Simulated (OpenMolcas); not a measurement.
**Energy and gradient calculation, with input and output: AgH (charge −1) (part 2 of 2)**

AgH, charge −1, multiplicity 2; PW6B95/ANO-R2, UKS, DKH3 (OpenMolcas 26.06). The geometry is that of the parent species in another charge or spin state.

Geometry of the input (Å):
```
Ag 0.0000  0.0000  0.0000
H  0.0000  0.0000  1.6181
```

Output, continued:
```
          Orbital           11        12        13        14        15        16        17        18        19        20
          Energy          -13.3211  -13.3201  -13.3201  -13.3188   -3.4756   -2.0886   -2.0865   -2.0865   -0.1536   -0.1148
          Occ. No.          1.0000    1.0000    1.0000    1.0000    1.0000    1.0000    1.0000    1.0000    1.0000    1.0000

          Orbital           21        22        23        24        25        26        27        28        29        30
          Energy           -0.1148   -0.1128   -0.1128   -0.0266    0.1516    0.2511    0.3345    0.3345    0.3923    0.5167
          Occ. No.          1.0000    1.0000    1.0000    1.0000    0.0000    0.0000    0.0000    0.0000    0.0000    0.0000

          Orbital           31        32
          Energy            0.6462    0.6462
          Occ. No.          0.0000    0.0000

--

++    Molecular charges:
      ------------------

      Mulliken charges per centre and basis function type
      ---------------------------------------------------

                            AG1                     H2
                     alpha        beta       alpha        beta
      1s           1.0000      1.0000      0.9547      0.6416
      2s           1.0000      1.0000     -0.0341      0.0250
      2px          1.0000      1.0000      0.0043      0.0044
      2pz          1.0000      1.0000     -0.0038      0.0112
      2py          1.0000      1.0000      0.0043      0.0044
      3s           0.9999      0.9999     -0.0191      0.0033
      3px          1.0000      1.0000      0.0007      0.0008
      3pz          0.9997      0.9997     -0.0054      0.0013
      3py          1.0000      1.0000      0.0007      0.0008
      4s           0.9976      0.9967      0.0000      0.0000
      3d2+         1.0000      1.0000      0.0002      0.0002
      3d1+         1.0000      1.0000      0.0009      0.0011
      3d0          1.0000      1.0000      0.0004      0.0013
      3d1-         1.0000      1.0000      0.0009      0.0011
      3d2-         1.0000      1.0000      0.0002      0.0002
      4px          0.9998      0.9998      0.0000      0.0000
      4pz          0.9930      0.9933      0.0000      0.0000
      4py          0.9998      0.9998      0.0000      0.0000
      5s           1.0847      0.4000      0.0000      0.0000
      4d2+         0.9987      0.9988      0.0000      0.0000
      4d1+         0.9927      0.9929      0.0000      0.0000
      4d0          0.9644      0.9129      0.0000      0.0000
      4d1-         0.9927      0.9929      0.0000      0.0000
      4d2-         0.9987      0.9988      0.0000      0.0000
      5px          0.0001      0.0000      0.0000      0.0000
      5pz          0.0677      0.0169      0.0000      0.0000
      5py          0.0001      0.0000      0.0000      0.0000
      6s           0.0148     -0.0003      0.0000      0.0000
      4f3+         0.0000      0.0000      0.0000      0.0000
      4f2+         0.0000      0.0000      0.0000      0.0000
      4f1+        -0.0000     -0.0000      0.0000      0.0000
      4f0          0.0006      0.0005      0.0000      0.0000
      4f1-        -0.0000     -0.0000      0.0000      0.0000
      4f2-         0.0000      0.0000      0.0000      0.0000
      4f3-         0.0000      0.0000      0.0000      0.0000
      5d2+         0.0007      0.0006      0.0000      0.0000
      5d1+         0.0009      0.0006      0.0000      0.0000
      5d0         -0.0115     -0.0025      0.0000      0.0000
      5d1-         0.0009      0.0006      0.0000      0.0000
      5d2-         0.0007      0.0006      0.0000      0.0000
      6px          0.0001      0.0001      0.0000      0.0000
      6pz         -0.0010     -0.0002      0.0000      0.0000
      6py          0.0001      0.0001      0.0000      0.0000
      7s           0.0029      0.0001      0.0000      0.0000
      5f3+         0.0000      0.0000      0.0000      0.0000
      5f2+         0.0000     -0.0000      0.0000      0.0000
      5f1+        -0.0000      0.0000      0.0000      0.0000
      5f0         -0.0003     -0.0000      0.0000      0.0000
      5f1-        -0.0000      0.0000      0.0000      0.0000
      5f2-         0.0000     -0.0000      0.0000      0.0000
      5f3-         0.0000      0.0000      0.0000      0.0000
      6d2+         0.0004      0.0004      0.0000      0.0000
      6d1+         0.0005      0.0004      0.0000      0.0000
      6d0         -0.0052     -0.0006      0.0000      0.0000
      6d1-         0.0005      0.0004      0.0000      0.0000
      6d2-         0.0004      0.0004      0.0000      0.0000
      5g4+         0.0000      0.0000      0.0000      0.0000
      5g3+         0.0000      0.0000      0.0000      0.0000
      5g2+         0.0000      0.0000      0.0000      0.0000
      5g1+         0.0000      0.0000      0.0000      0.0000
      5g0          0.0000      0.0000      0.0000      0.0000
      5g1-         0.0000      0.0000      0.0000      0.0000
      5g2-         0.0000      0.0000      0.0000      0.0000
      5g3-         0.0000      0.0000      0.0000      0.0000
      5g4-         0.0000      0.0000      0.0000      0.0000
      Total       24.0952     23.3035      0.9048      0.6965
      Total             47.3986                  1.6014

      Charge           -0.3986                 -0.6014

      Total electronic charge=   49.000000

      Total            charge=   -1.000000
--

++    Static properties:
      ------------------

      LoProp Charges per center

                   AG1      H2
      Nuclear     47.0000   1.0000
      Electronic -47.3439  -1.6561

      Total       -0.3439  -0.6561
--

++    Natural Bond Order analysis
      ---------------------------
      Based on LoProp computed density
      -------------------------------------------------------------------------------------
      Atom A       Atom B       Bond Order
      -------------------------------------------------------------------------------------
      NBO located      0.960 non-bonded electrons on atom AG1
      NBO located      0.981 non-bonded electrons on atom AG1
      NBO located      1.008 non-bonded electrons on atom AG1
      NBO located      0.997 non-bonded electrons on atom AG1
      NBO located      1.003 non-bonded electrons on atom AG1
      NBO located      1.003 non-bonded electrons on atom AG1
      NBO located      1.003 non-bonded electrons on atom AG1
      NBO located      1.003 non-bonded electrons on atom AG1
      NBO located      1.000 non-bonded electrons on atom AG1
      NBO located      1.000 non-bonded electrons on atom AG1
      NBO located      0.999 non-bonded electrons on atom AG1
      NBO located      0.999 non-bonded electrons on atom AG1
      NBO located      1.000 non-bonded electrons on atom AG1
      NBO located      1.000 non-bonded electrons on atom AG1
      NBO located      1.000 non-bonded electrons on atom AG1
      NBO located      1.000 non-bonded electrons on atom AG1
      NBO located      1.000 non-bonded electrons on atom AG1
      NBO located      1.000 non-bonded electrons on atom AG1
      NBO located      1.000 non-bonded electrons on atom AG1
      NBO located      1.000 non-bonded electrons on atom AG1
      NBO located      1.000 non-bonded electrons on atom AG1
      NBO located      1.000 non-bonded electrons on atom AG1
      NBO located      1.000 non-bonded electrons on atom AG1
      The remaining    0.650 electrons are to be considered as diffuse
--

++    Molecular orbitals:
      -------------------

      Title: Natural orbitals

      Molecular orbitals for symmetry species 1: a

          Orbital            1         2         3         4         5         6         7         8         9        10
          Energy         -932.9995 -138.0900 -123.8537 -123.8538 -123.8538  -25.4947  -20.7793  -20.7747  -20.7598  -13.3214
          Occ. No.          2.0000    2.0000    2.0000    2.0000    2.0000    2.0000    2.0000    2.0000    2.0000    2.0000

          Orbital           11        12        13        14        15        16        17        18        19        20
          Energy          -13.3214  -13.2882  -13.3230  -13.3190   -2.0940   -2.0946   -3.5380   -2.0757   -0.1137   -0.1137
          Occ. No.          2.0000    2.0000    2.0000    2.0000    2.0000    2.0000    2.0000    2.0000    2.0000    2.0000

          Orbital           21        22        23        24        25        26        27        28        29        30
          Energy           -0.1272   -0.1168   -0.1168   -0.0879    0.1113    0.5178    0.4742    0.4742    0.5977    1.2259
          Occ. No.          1.9999    1.9998    1.9998    1.9989    1.0000    0.0011    0.0002    0.0002    0.0001    0.0000

          Orbital           31        32        33        34        35        36        37        38        39        40
          Energy            1.2259    1.8912    3.3804    2.1492    2.1492    3.0833    3.0868    3.0868    3.7694    3.7693
          Occ. No.          0.0000    0.0000    0.0000    0.0000    0.0000    0.0000    0.0000    0.0000    0.0000    0.0000

          Orbital           41        42        43        44        45        46        47        48        49        50
          Energy            2.8571    4.8244    4.8244    4.1252    3.3734    3.4061    3.4064    3.3598    0.8880    1.3774
          Occ. No.          0.0000    0.0000    0.0000    0.0000    0.0000    0.0000    0.0000    0.0000    0.0000    0.0000

          Orbital           51        52        53        54        55        56        57        58        59        60
          Energy            1.3642    1.8765    2.4434    2.4705    2.5192    1.7477    1.9868    2.7397    2.8114    1.7478
          Occ. No.          0.0000    0.0000    0.0000    0.0000    0.0000    0.0000    0.0000    0.0000    0.0000    0.0000

          Orbital           61        62        63        64        65        66        67        68        69        70
          Energy            4.9652    2.4096    3.7734    3.2656    3.7733    4.9653    5.1618    5.1619    5.1622    5.1621
          Occ. No.          0.0000    0.0000    0.0000    0.0000    0.0000    0.0000    0.0000    0.0000    0.0000    0.0000

--

++    Molecular properties:
      ---------------------

      Charge (e):
                      =   -1.0000
      Dipole Moment (debye):
      Origin of the operator (angstrom)=    0.0000    0.0000    0.0151
                   X=  4.0917E-11               Y= -2.8438E-12               Z= -2.0026E+00           Total=  2.0026E+00
      Center of Charge (angstrom)
                     X=   -0.00000000               Y=    0.00000000               Z=    0.43204066
      Quadrupole Moment (debye*angstrom):
      Origin of the operator (angstrom)=    0.0000    0.0000    0.0151
                  XX= -2.9637E+01              XY= -4.2159E-13              XZ= -6.2333E-12              YY= -2.9637E+01
                  YZ=  2.6888E-12              ZZ= -3.8010E+01
      In traceless form (debye*angstrom)
                  XX=  4.1864E+00              XY= -6.3239E-13              XZ= -9.3499E-12              YY=  4.1864E+00
                  YZ=  4.0333E-12              ZZ= -8.3728E+00
--

--- Stop Module: scf /rc=_RC_ALL_IS_WELL_ ---
--- Module scf spent 8 seconds ---

--- Start Module: alaska ---

                                              &ALASKA

                       available to each process: 1.9 GB of memory, 1 thread

                     Threshold for contributions to the gradient: 1.000E-07

                    ********************************************
                    * Symmetry Adapted Cartesian Displacements *
                    ********************************************

           Irreducible representation : a
           Basis function(s) of irrep: x, y, xy, Rz, z, xz, Ry, yz, Rx, I

 Basis Label        Type   Center Phase
   1   AG1          x         1     1
   2   AG1          y         1     1
   3   AG1          z         1     1
   4   H2           x         2     1
   5   H2           y         2     1
   6   H2           z         2     1

                     No automatic utilization of translational and rotational invariance of the energy is employed.

 Rotational correction to the DFT gradient is turned off due to close-to-degeneracy problems!

 DFT contribution computed for a moving grid.

 Conventional ERI gradients!

 **************************************************
 *              Molecular gradients               *
 **************************************************

  Irreducible representation: a
 ------------------------------------------------------------------------------------------
                              X                       Y                       Z
 ------------------------------------------------------------------------------------------
  AG1               1.31069762203110E-13   -4.87768979120321E-15   -9.31721613608838E-03
  H2               -1.31069762203117E-13    4.88115923815678E-15    9.31721613609371E-03
 ------------------------------------------------------------------------------------------

--- Stop Module: alaska /rc=_RC_ALL_IS_WELL_ ---
--- Module alaska spent 10 seconds ---

.##################.
.# Happy landing! #.
.##################.

    Timing: Wall=26.07 User=24.48 System=1.57
```

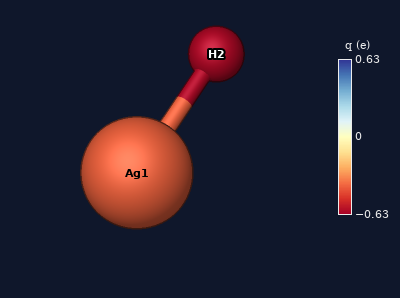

Fig. 1: Mulliken charges, as the colour of each atom (ball-and-stick view, seen at an oblique angle; atoms are numbered from 1 in the order of the input). By element: Ag −0.40 and H −0.60 e.

Key numbers:

```tsv
quantity	value
outcome	converged
total energy	−5317.726107 hartree
basis functions	79
largest force	0.479 eV/Å
⟨S²⟩	0.753
wall time	26 s
peak memory	0.49 GiB
```
